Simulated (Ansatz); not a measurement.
# Ca2C (model cell, started as cuprite): a soft mode frozen in, part 3 of 3

Aim: this structure of Ca2C (model cell, started as cuprite) is to be tested for unstable modes, and one is followed downhill.

Ansatz 0.2.0; DFT PBEsol, scalar-relativistic, plane waves, PAW.

So far. Step 5 (Energy along the mode, all amplitudes (two of the runs …): The lowest of the steps tried is at 0.32 Å, 29.9 meV/atom below the parent; the bottom of the well need not coincide with a step. Step 7 (The new phase in its own primitive cell): The largest force component left is 0.77 meV/Å and the pressure is 0.000 GPa, within the tolerances set. The cell now holds 22.91 Å³/atom. The relaxed cell has a = 7.190, c = 9.212 Å (conventional setting).

The structure was built from a prototype and need not be the compound's stable phase.

### 8. Modes of the new phase

A relaxed structure may still be a saddle point, so its zone-centre modes are computed. No field response is asked, since the mesh shows no gap.

The input, input.yaml:

```yaml
crystal:
  lattice:
    - [3.5951061444, 2.0756355003, 3.0705957006]
    - [-3.5951061444, 2.0756355003, 3.0705957006]
    - [0.0, -4.1512710005, 3.0705957006]
  atoms:
    - { symbol: C, position: [0.9712975657, 0.9712975657, 0.9712975657] }
    - { symbol: C, position: [0.3606224218, 0.3606224218, 0.3606224218] }
    - { symbol: Ca, position: [0.2828662621, 0.8298400788, 0.2828662621] }
    - { symbol: Ca, position: [0.7253916963, 0.7253916963, 0.7253916963] }
    - { symbol: Ca, position: [0.8298400788, 0.2828662621, 0.2828662621] }
    - { symbol: Ca, position: [0.2828662621, 0.2828662621, 0.8298400788] }
kpoints:
  mp_grid: { grid: [6, 6, 6] }
hamiltonian:
  xc: pbesol
scf:
  occupations: { method: methfessel_paxton, width: 0.15 }
output:
  eigenvalues: true
phonons:
  method: dfpt
```

The run is started by

```
$ ansatz run input.yaml --threads 8 --pin off --max-ram 14336MiB --backend cpu --events-out ev --progress --plain --runs-dir out
```

Numbers of over 12 decimals in the logs are rounded to 6 here.

Output:

```text
[...]
Crystal: 6 atoms, lattice volume = 137.479 Å³
Basis set: ecut = 420 eV, 2693 PW (Γ), exchange–correlation on 72×72×72 points (8 copies of the dense FFT grid, shifted against one another)
Bands: 30, of which v1, the nominal top of the filled ones, is band 24 counted from 1 (23 counted from 0)
Symmetry: 6 space group operations
k-points: 112 of 216 (irreducible under 1 space group operation, time reversal used)
[...]
SCF iter   1: F=—  HF=-7665.032429 eV  |F-HF|=—  |Δ(HF+E_count)|=         —  Δρ=8.24e-3  dr2=1.59e-1  ethr=1.77e-3  ⟨swp⟩=7.6  Hψ=15648  notcnv=0
[...]
SCF iter  11: F=-7665.005456 eV  HF=-7665.005456 eV  |F-HF|=3.64e-12  |Δ(HF+E_count)|=  6.37e-12  S|Δr|=    0.00e0  Δρ=5.54e-8  dr2=9.03e-12  ethr=1.00e-12  ⟨swp⟩=10.2  Hψ=17639  notcnv=0
SCF 1 converged in 11 iterations: F = -7665.005456 eV  dr2 = 9.03e-12
[...]
SCF converged after 11 iterations
[...]
Free energy (F): -7665.005456 eV
[...]
Internal energy: -7665.006328 eV  (E = F + TS)
E sigma→0 (E₀):  -7665.005674 eV
Entropy (-TS):   0.000873 eV (0.145 meV/atom)
Fermi energy:    6.639619 eV
[...]
--- Band table (eV; the first three rows and the last of 112) ---
  k-point 0: bands = [... 20 lower, 5.2075, 5.9736, 6.2813, 6.4127, 6.4127, 7.9794, 7.9794, 9.3360, ... 2 higher]
  k-point 1: bands = [... 20 lower, 5.3727, 5.9138, 6.1653, 6.3599, 6.6898, 8.0514, 8.0540, 9.1423, ... 2 higher]
  k-point 2: bands = [... 20 lower, 5.5394, 5.8342, 6.1102, 6.2499, 7.1575, 8.1437, 8.2292, 8.7898, ... 2 higher]
  k-point 111: bands = [... 20 lower, 4.8722, 5.7298, 5.7298, 6.1336, 7.2212, 8.4198, 8.4198, 8.8950, ... 2 higher]
[...]
k mesh reduced under 1 symmetry operation, with k and −k counted as one. Each operation leaves every solved perturbation unchanged. A smaller set is not used because it would not reduce the number of displacements times k-points to solve
  ASR residual: 5.322e-5 → 0.000e0 eV/Å²; symmetrization residual: 8.036e-6 eV/Å²
  ASR residual per site (eV/Å²): 5.32e-5 1.30e-5 1.67e-5 1.24e-5 1.67e-5 1.93e-5
[...]
```

Run time: 58 s. Hardware: 8 threads of Arm Neoverse V1, shared host; peak memory 1.8 GiB; 7.2 min of CPU time.

Numbers from this step:

| Item | Value |
| --- | --- |
| sum-rule residual before enforcement | 5.32e-5 eV/Å² |
| point group | 3m |
| highest optical mode at the zone centre (no LO-TO term) | 565.9 cm⁻¹ |
| lowest optical zone-centre mode | -54.98 cm⁻¹ |

Patterns of degenerate modes are one choice out of their space. Modes at Γ, with each element's share of the kinetic energy (negative means imaginary):

| mode | frequency (cm⁻¹) | symmetry | C % | Ca % |
| --- | --- | --- | --- | --- |
| 1 | -55.0 | E | 32 | 68 |
| 2 | -55.0 | E | 32 | 68 |
| 3 | 0.0 | acoustic | 13 | 87 |
| 4 | 0.0 | acoustic | 13 | 87 |
| 5 | 0.0 | acoustic | 13 | 87 |
| 6 | 123.5 | A2 | 0 | 100 |
| 7 | 132.8 | E | 6 | 94 |
| 8 | 132.8 | E | 6 | 94 |
| 9 | 142.3 | A1 | 21 | 79 |
| 10 | 211.5 | E | 0 | 100 |
| 11 | 211.5 | E | 0 | 100 |
| 12 | 248.3 | A1 | 75 | 25 |
| 13 | 286.4 | A1 | 3 | 97 |
| 14 | 341.0 | E | 60 | 40 |
| 15 | 341.0 | E | 60 | 40 |
| 16 | 353.8 | E | 90 | 10 |
| 17 | 353.8 | E | 90 | 10 |
| 18 | 565.9 | A1 | 89 | 11 |

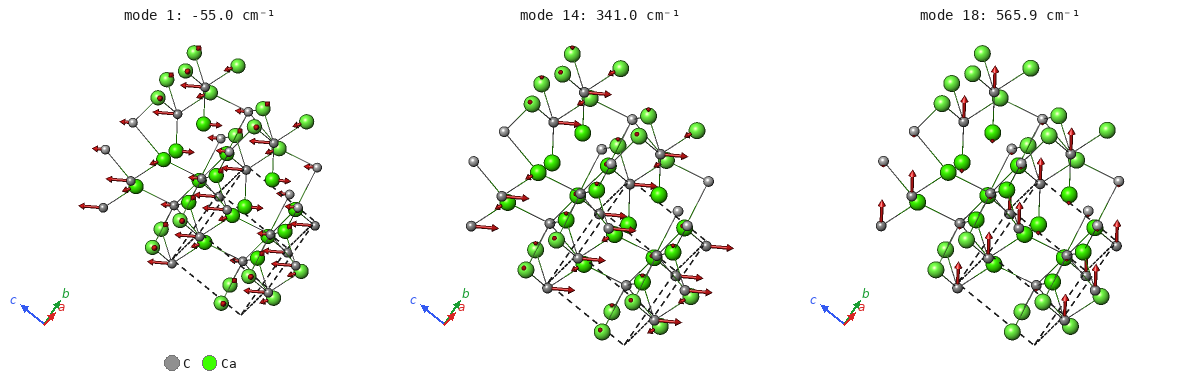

Displacement patterns of modes 1, 14 and 18 at Γ; arrows are exaggerated. 2×1×2 cells are drawn. Some periodic images of atoms are drawn too.

Before it was imposed, the acoustic sum rule was missed by 5.3e-5 eV/Å². Small misses are needed for a sound result but don't prove that mesh and cutoff are converged. The lowest optical mode is imaginary, 55.0i cm⁻¹, so the energy falls along it.

### 9. Summary of results

| Item | Value |
| --- | --- |
| unstable mode of the parent | q = (0, 0, 0), 155i cm⁻¹ |
| depth at the lowest point sampled | 29.9 meV/atom |
| largest atomic shift at that point | 0.32 Å |
| space group reached (within 0.01 Å) | R3m |
| energy gained over the parent (first relaxation, on the mesh of the frozen mode) | 155 meV/atom |
| volume per atom, phase reached | 22.9 Å³ |
| lowest optical zone-centre mode, phase reached | -55.0 cm⁻¹ |
| highest optical mode at the zone centre (no LO-TO term), phase reached | 566 cm⁻¹ |

**Reading.** Along this mode the structure falls into R3m, 155 meV/atom below the parent. At the parent's cell the well is 29.88 meV/atom deep on the steps tried, with its lowest point at a shift of 0.32 Å. Relaxing atoms and cell changes the gain by +125.53 meV/atom against the lowest step (energies at zero smearing). Most of the total comes from this relaxation. The new phase still has an imaginary mode at the zone centre of its cell, so it is a saddle point on the way to a lower structure. Of the 3 patterns followed to their end from this parent, this one ends 264 meV/atom above the lowest, P4_2/mnm. Each path keeps the symmetry of its pattern, so a lower phase may lie along a pattern not tried. With no gap, or one that is small against the smearing, the frequencies hang on the k mesh and the smearing, most of all near Kohn anomalies. The starting cell was built on a prototype and not taken from a measurement, so the phase need not exist.

[Logs are printed without paths, hosts, clocks, repeated set-up lines and the standing remarks that a program may print on its own settings, such as how far it seeks lower states.]

[Hosts, paths, dates, database ids (printed as entryN), source tags and the programs' standing remarks are cut or masked in the printed files.]
